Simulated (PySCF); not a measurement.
# MoF3: relaxation and vibrations of the doublet

The task is one start of a wider search on MoF3: the doublet, from a trigonal planar start. It is relaxed, tested by its Hessian and followed downhill if it is a saddle.

Program: PySCF 2.14.0. Level of theory: PBE0, basis Mo def2-TZVP with ECP28, F def2-TZVP, scalar-relativistic core potentials, no spin–orbit coupling, density fitting. These are calculated values, not measurements.

## (1) Where the work starts

4 atoms, charge 0, spin multiplicity 2.

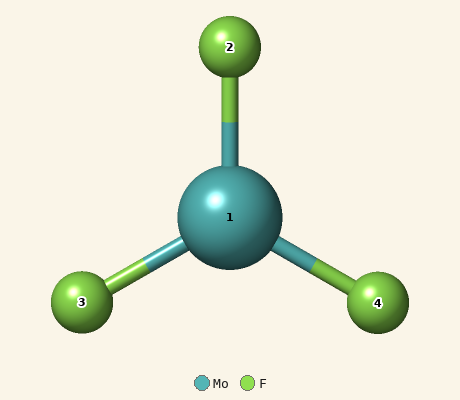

As it starts; molybdenum teal, fluorine green; atoms are numbered from 1 in the order of the file.

```xyz
4
charge 0 multiplicity 2
Mo    0.0000    0.0000    0.0000
F     2.0200    0.0000    0.0000
F    -1.0100    1.7494    0.0000
F    -1.0100   -1.7494    0.0000
```

## (2) The SCF at the typed geometry

One driver script runs all steps and calls PySCF; scf.py shows how it sets up the SCF of each step. The optimiser is the driver's own. After this first run the driver tries any further starts and a stability analysis.

scf.py

```python
from pyscf import gto, scf, dft
mol = gto.M(atom='''
Mo     0.000000     0.000000     0.000000
F      2.020000     0.000000     0.000000
F     -1.010000     1.749400     0.000000
F     -1.010000    -1.749400     0.000000''',
    basis={'Mo': 'def2-TZVP', 'F': 'def2-TZVP'},
    ecp={'Mo': 'def2-TZVP'},
    charge=0, spin=1)
mf = dft.UKS(mol, xc='PBE0')
mf.grids.atom_grid = (50, 194)
aux = {'Mo': 'def2-universal-JKFIT', 'F': 'def2-universal-JKFIT'}
mf = mf.density_fit(auxbasis=aux)
mf.conv_tol = 1e-08
mf.diis_space = 10
mf.max_cycle = 60
mf.init_guess = 'minao'
mf.verbose = 4
mf.kernel()
```

The run is started by

```console
> OMP_NUM_THREADS=4 python axn.py task.json out
```

Output:

```text
init E= -360.798811085136
[... the frontier-level lines of each cycle are left out ...]
cycle= 1 E= -367.353343696257  delta_E= -6.55  |g|= 0.812  |ddm|= 2.53
cycle= 2 E= -363.28773524095  delta_E= 4.07  |g|= 3.38  |ddm|= 2.01
cycle= 3 E= -367.536124247345  delta_E= -4.25  |g|= 0.357  |ddm|= 1.84
cycle= 4 E= -367.564947500072  delta_E= -0.0288  |g|= 0.235  |ddm|= 0.292
cycle= 5 E= -367.579980470854  delta_E= -0.015  |g|= 0.0763  |ddm|= 0.113
cycle= 6 E= -367.582182859048  delta_E= -0.0022  |g|= 0.016  |ddm|= 0.0453
cycle= 7 E= -367.582279280895  delta_E= -9.64e-05  |g|= 0.00164  |ddm|= 0.00879
cycle= 8 E= -367.582280971674  delta_E= -1.69e-06  |g|= 0.000558  |ddm|= 0.00143
cycle= 9 E= -367.582281240081  delta_E= -2.68e-07  |g|= 0.000235  |ddm|= 0.000546
cycle= 10 E= -367.582281332658  delta_E= -9.26e-08  |g|= 7.92e-05  |ddm|= 0.000485
cycle= 11 E= -367.582281338397  delta_E= -5.74e-09  |g|= 2.72e-05  |ddm|= 0.000122
Extra cycle  E= -367.582281337422  delta_E= 9.75e-10  |g|= 6.11e-05  |ddm|= 4.27e-05
converged SCF energy = -367.582281337422  <S^2> = 0.75277476  2S+1 = 2.0027728
```

This step, with its further starts and checks, took 42 s on 4 threads of Arm Neoverse V1, shared host.

Energies from each starting density:

| start | energy (Eh) |
| --- | --- |
| the minimal-basis guess | -367.582281 |
| a thermally smeared density | -367.593908 |
| a smeared PBE density | -367.593912 |

This is not the lowest solution: one lies 30.5 kJ/mol lower, at -367.59391 Eh, and the relaxation starts from that.

## (3) Trigonal planar start, doublet: relaxation

The program finds D3h symmetry in the start, which this walk keeps. The walk stops when the largest gradient is under 0.0003 Eh/bohr and the energy has settled too.

Changes to scf.py since step 2:

```diff
@@ -4,3 +4,3 @@
-F      2.020000     0.000000     0.000000
-F     -1.010000     1.749400     0.000000
-F     -1.010000    -1.749400     0.000000''',
+F      2.020017     0.000000     0.000000
+F     -1.010008     1.749386     0.000000
+F     -1.010008    -1.749386     0.000000''',
@@ -17 +16,0 @@
-mf.init_guess = 'minao'
```

Energy and gradient, step by step:

```
step  energy (Eh)  change (kJ/mol)  largest symmetric gradient (Eh/bohr)
   0  -367.593913             0.00                               0.07319
   1  -367.639971          -120.93                               0.03123
   2  -367.641753          -125.60                               0.03046
   3  -367.645133          -134.48                               0.00358
   4  -367.645188          -134.62                               0.00040
   5  -367.645189          -134.63                               0.00001
```

The walk took 48 s.

Positions (Å) and forces (eV/Å) along the way, with the part that breaks the symmetry left in:

```
step 0
Mo   0.000   0.000   0.000   0.649  -0.001   0.000
F    2.020   0.000   0.000  -3.874   0.000   0.000
F   -1.010   1.749   0.000   1.612  -3.350   0.000
F   -1.010  -1.749   0.000   1.613   3.351   0.000
step 1
Mo   0.000   0.000   0.000   1.283   0.000   0.000
F    1.875   0.000   0.000  -2.073   0.000   0.000
F   -0.937   1.624   0.000   0.395  -1.357   0.000
F   -0.937  -1.624   0.000   0.395   1.357   0.000
step 3
Mo   0.000   0.000   0.000   1.595   0.000   0.000
F    1.824   0.000   0.000  -0.795   0.000   0.000
F   -0.912   1.580   0.000  -0.400  -0.090   0.000
F   -0.912  -1.580   0.000  -0.400   0.091   0.000
step 5
Mo   0.000   0.000   0.000   1.631   0.000   0.000
F    1.819   0.000   0.000  -0.627   0.000   0.000
F   -0.909   1.575   0.000  -0.502   0.073   0.000
F   -0.909  -1.575   0.000  -0.502  -0.073   0.000
```

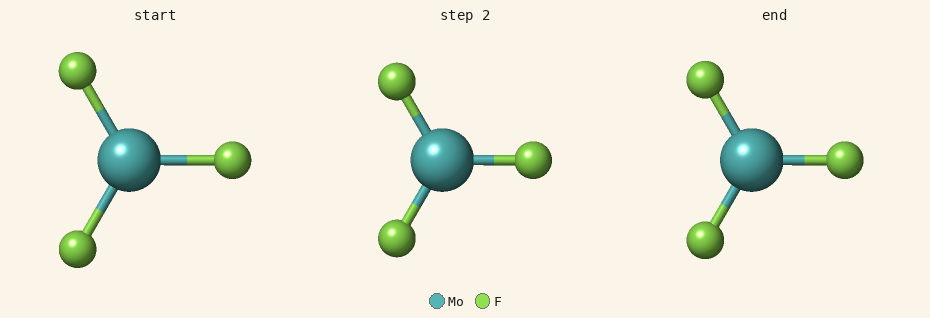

Start and end of the relaxation, with a step between.

After 5 steps and 134.6 kJ/mol it ends at D3h: Mo–F 1.819 Å (×3); F–Mo–F 120.0° (×3). A gradient of 0.0317 Eh/bohr that breaks the symmetry is left: this electronic state wants a lower symmetry.

## (4) Relaxing without the symmetry constraint

The geometry is nudged along the force that breaks the symmetry.

The program finds C2v symmetry in the start, which may break. The walk stops when the largest gradient is under 0.0003 Eh/bohr and the energy has settled too.

Changes to scf.py since step 3:

```diff
@@ -3,4 +3,4 @@
-Mo     0.000000     0.000000     0.000000
-F      2.020017     0.000000     0.000000
-F     -1.010008     1.749386     0.000000
-F     -1.010008    -1.749386     0.000000''',
+Mo     0.033959     0.000000    -0.000000
+F      1.754016     0.000000    -0.000001
+F     -0.964508     1.580789     0.000000
+F     -0.964508    -1.580789     0.000000''',
```

Steps of the walk:

| step | energy (Eh) | change (kJ/mol) | largest gradient (Eh/bohr) |
| --- | --- | --- | --- |
| 0 | -367.641797 | 0.00 | 0.07057 |
| 1 | -367.647737 | -15.60 | 0.00681 |
| 2 | -367.648396 | -17.33 | 0.00736 |
| 3 | -367.648958 | -18.80 | 0.00244 |
| 4 | -367.648938 | -18.75 | 0.00427 |
| 5 | -367.649054 | -19.06 | 0.00072 |
| 6 | -367.649061 | -19.07 | 0.00008 |
| 7 | -367.649060 | -19.07 | 0.00001 |

The walk took 77 s.

Geometry (Å) and forces (eV/Å) at some steps:

```
step 0
Mo   0.034   0.000   0.000  -3.629   0.000   0.000
F    1.754   0.000   0.000   2.842   0.000   0.000
F   -0.965   1.581   0.000   0.394  -1.007   0.000
F   -0.965  -1.581   0.000   0.394   1.007   0.000
step 1
Mo   0.014   0.000   0.000   0.350   0.000  -0.001
F    1.815   0.000   0.000  -0.104   0.000   0.000
F   -0.985   1.534   0.000  -0.123  -0.231   0.000
F   -0.985  -1.534   0.000  -0.123   0.231   0.000
step 4
Mo   0.081   0.000  -0.029  -0.220   0.000   0.123
F    1.883   0.000   0.012  -0.022   0.000  -0.044
F   -1.052   1.434   0.009   0.121  -0.077  -0.039
F   -1.052  -1.434   0.009   0.121   0.077  -0.039
step 7
Mo   0.070   0.000   0.000   0.000   0.000   0.000
F    1.871   0.000   0.001   0.001   0.000   0.000
F   -1.041   1.447   0.000   0.000   0.000   0.000
F   -1.041  -1.447   0.000   0.000   0.000   0.000
```

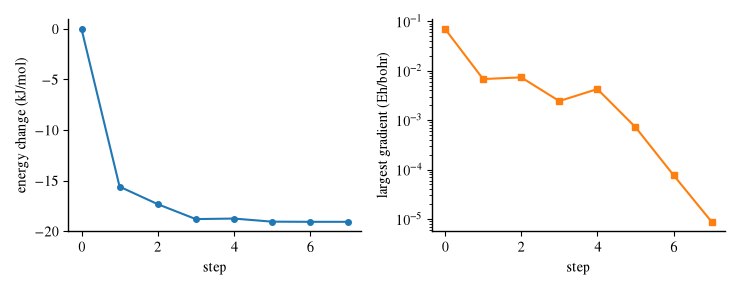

Energy and largest gradient along the walk.

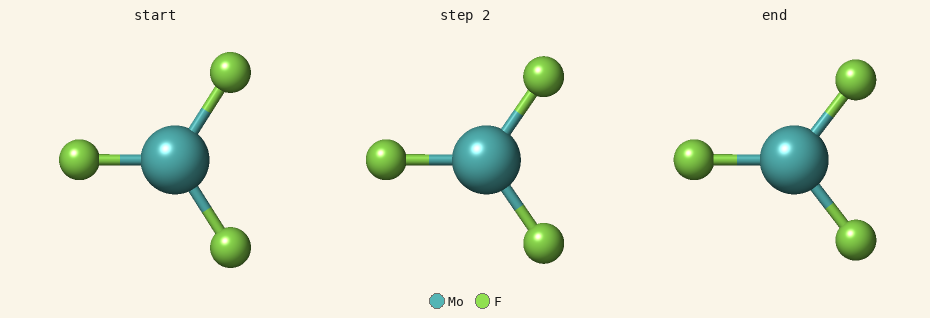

Start and end of the relaxation, with a step between.

After 7 steps and 19.1 kJ/mol it ends at C2v: Mo–F 1.802 Å, Mo–F 1.824 Å (×2); F–Mo–F 105.0°, F–Mo–F 127.5° (×2).

## (5) Vibrations and properties at this point

On the finer grid the gradient is checked again; gradients at displacements of ±0.02 bohr then give force constants and infrared intensities.

Changes to scf.py since step 4:

```diff
@@ -3,4 +3,4 @@
-Mo     0.033959     0.000000    -0.000000
-F      1.754016     0.000000    -0.000001
-F     -0.964508     1.580789     0.000000
-F     -0.964508    -1.580789     0.000000''',
+Mo     0.046929    -0.000000     0.000017
+F      1.848384    -0.000000     0.000650
+F     -1.054506     1.453968    -0.000371
+F     -1.054506    -1.453968    -0.000371''',
@@ -11 +11 @@
-mf.grids.atom_grid = (50, 194)
+mf.grids.atom_grid = (75, 302)
@@ -14 +14 @@
-mf.conv_tol = 1e-08
+mf.conv_tol = 1e-10
```

This SCF starts from the last density.

SCF at the final geometry:

```text
init E= -367.649205332134
[... the frontier-level lines of each cycle are left out ...]
cycle= 1 E= -367.649205332136  delta_E= -1.36e-12  |g|= 6.31e-06  |ddm|= 8.27e-06
Extra cycle  E= -367.64920533211  delta_E= 2.55e-11  |g|= 1.33e-05  |ddm|= 1.28e-05
converged SCF energy = -367.64920533211  <S^2> = 0.78535934  2S+1 = 2.0350522
```

The whole step took 3.4 min.

Geometry: C2v; Mo–F 1.801 Å, Mo–F 1.824 Å (×2); F–Mo–F 105.7°, F–Mo–F 127.1° (×2).

Modes, for the most abundant isotopes:

```
symmetry  ω (cm⁻¹)  IR (km/mol)     type
      b2        94         24.8     bend
      b1       150          4.0     bend
      a1       176          6.9     bend
      b2       648          194  stretch
      a1       695          0.4  stretch
      a1       749          232  stretch
```

No imaginary mode, so this is a minimum.

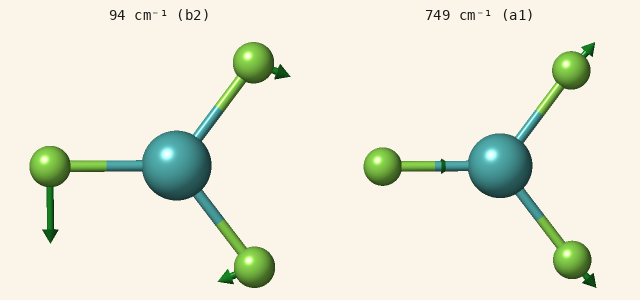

Displacements of 2 of the modes, as arrows (one member where a mode is degenerate).

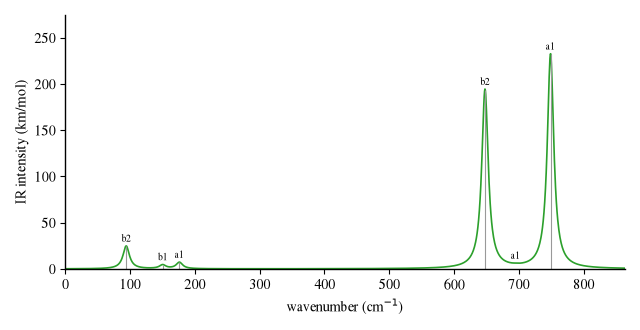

The harmonic infrared spectrum (widths in cm⁻¹). Lines are broadened to a width of 12 cm⁻¹ (Lorentzian).

Properties at this point:

- Dipole moment: 0.96 D
- Highest occupied level: -6.30 eV
- Lowest empty level: -3.63 eV
- Rotational constants: 0.2099, 0.157, 0.08981 cm⁻¹
- Zero-point energy: 15.0 kJ/mol
- Principal polarisabilities: 35.3, 36.9, 43.5 bohr³
- Atomisation energy without zero-point energy: 1356 kJ/mol
- Principal traceless quadrupole moments about the centre of mass: -2.15, -0.04, 2.19 D Å
- Entropy at 298.15 K and 1 bar (electronic part: spin only): 319.6 J/(mol K)
- Heat capacity Cp at 298.15 K: 67.7 J/(mol K)
- Enthalpy at 298.15 K above 0 K: 16.04 kJ/mol
- Rotational symmetry number: 2
- Spin squared ⟨S²⟩: 0.785

Charges (e) and bond orders:

```csv
atom,Mulliken,Löwdin,polar tensor,spin (Mulliken),Mayer order to Mo1
Mo1,1.31,0.69,1.89,0.97,–
F2,-0.43,-0.21,-0.61,-0.01,0.96
"F3,4",-0.44,-0.24,-0.64,0.02,0.93
```

Outer orbital energies (eV). α occupied: -13.85, -13.43, -13.16, -12.98, -12.88, -12.54, -7.23, -6.62; empty: -3.63, -2.47, -1.86, -0.26. β occupied: -13.95, -13.83, -13.18, -12.86, -12.85, -12.68, -12.53, -6.30; empty: -3.23, -2.54, -2.13, -1.43.

Mulliken populations on Mo1 (outside its core potential): s 2.57, p 6.16, d 3.90, f 0.06.

## (6) What came out

| quantity | value |
| --- | --- |
| minimum | doublet, C2v |
| geometry | Mo–F 1.801 Å, Mo–F 1.824 Å (×2); F–Mo–F 105.7°, F–Mo–F 127.1° (×2) |
| wavenumbers (cm⁻¹) | 94 (b2), 150 (b1), 176 (a1), 648 (b2), 695 (a1), 749 (a1) |
| dipole moment | 0.96 D |
| highest occupied, lowest empty level (either spin) | -6.30, -3.63 eV |
| polar-tensor charge of Mo1 | +1.89 e |
| zero-point energy | 15.0 kJ/mol |
| entropy at 298.15 K | 319.6 J/(mol K) |
| atomisation energy (no zero-point energy) | 1356 kJ/mol |
| ⟨S²⟩ | 0.785 |

In words: The trigonal planar start (D3h) ends in a minimum of C2v symmetry. In the infrared the band at 749 cm⁻¹ (a1, stretch) leads. Most of the spin sits on Mo1 (Mulliken spin 0.97, against 1 for the whole molecule). The first SCF alone would have been 31 kJ/mol too high. Other starts or spin states, not run here, may lie lower. One determinant may miss the lowest occupation of an open d or f shell.

The search up to here took 6.2 min on 4 threads of Arm Neoverse V1, shared host.
